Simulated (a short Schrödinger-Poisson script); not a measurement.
System: gated In0.52Al0.48As/In0.53Ga0.47As modulation-doped gas in a quantum well, at 300 K.

```tsv
layer	material	thickness (nm)	Nd (cm⁻³)	Na (cm⁻³)
1	In0.52Al0.48As	10	-	-
2	In0.52Al0.48As	10	4.4e18	-
3	In0.52Al0.48As	2	-	-
4	In0.53Ga0.47As	10	-	-
5	In0.52Al0.48As	4000	-	1e16
```

The device is made up for the run: typed textbook-type constants, with dimensions and the other settings drawn at random. In0.52Al0.48As: permittivity 12.5, conduction-band edge (eV) 0.52, gap (eV) 1.45, electron mass (mₑ) 0.075, Nv at 300 K (cm⁻³) 1.1e19. In0.53Ga0.47As: permittivity 13.9, conduction-band edge (eV) 0, gap (eV) 0.74, Nv at 300 K (cm⁻³) 7.7e18.

Channel valleys (confinement mass, in-plane density-of-states mass, number): Γ 0.041, 0.041, 1. At the gate the conduction-band edge of layer 1 lies 0.65 eV − eVg above the Fermi level of the channel; the field vanishes at the back. The barrier under the gate holds no holes. Gaps are held at their typed values at every temperature. Mesh 0.08 nm at interfaces.

Solved with a short Schrödinger-Poisson script written for these runs: 1D Poisson equation in equilibrium, electrons quantum, Hartree plus LDA exchange-correlation (BenDaniel-Duke, 40 states a valley, the channel's in-plane mass for all, wave functions free to enter the barrier), parabolic valleys, classical holes, full ionisation, no traps, pinning or gate leakage.

Only gate voltages with over 1e8 electrons/cm² are shown.

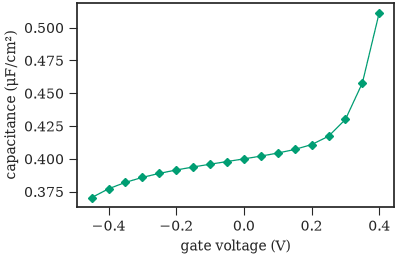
Figure. Quasi-static capacitance against gate voltage

```tsv
Vg (V)	electrons (cm⁻²)	in the channel layer	C (μF/cm²)	Γ E0 (meV)	Γ E1 (meV)
0.4	2.66e12	2.47e12	0.512	-139.6	14.2
0.35	2.51e12	2.37e12	0.458	-134.8	18.9
0.3	2.38e12	2.26e12	0.430	-129.3	24.1
0.25	2.24e12	2.14e12	0.417	-123.4	29.7
0.2	2.12e12	2.03e12	0.411	-117.3	35.6
0.15	1.99e12	1.91e12	0.407	-111.0	41.7
0.1	1.86e12	1.79e12	0.404	-104.6	47.9
0.05	1.74e12	1.68e12	0.402	-97.9	54.4
0	1.61e12	1.56e12	0.400	-91.2	61.0
-0.05	1.49e12	1.44e12	0.398	-84.2	67.8
-0.1	1.37e12	1.32e12	0.396	-77.2	74.7
-0.15	1.25e12	1.21e12	0.394	-70.0	81.8
-0.2	1.12e12	1.09e12	0.392	-62.6	89.1
-0.25	1.00e12	9.74e11	0.389	-55.1	96.6
-0.3	8.84e11	8.59e11	0.386	-47.3	104.4
-0.35	7.65e11	7.44e11	0.382	-39.2	112.5
-0.4	6.48e11	6.30e11	0.377	-30.7	121.0
-0.45	5.32e11	5.19e11	0.370	-21.6	130.1
```

Subbands count from the Fermi level.
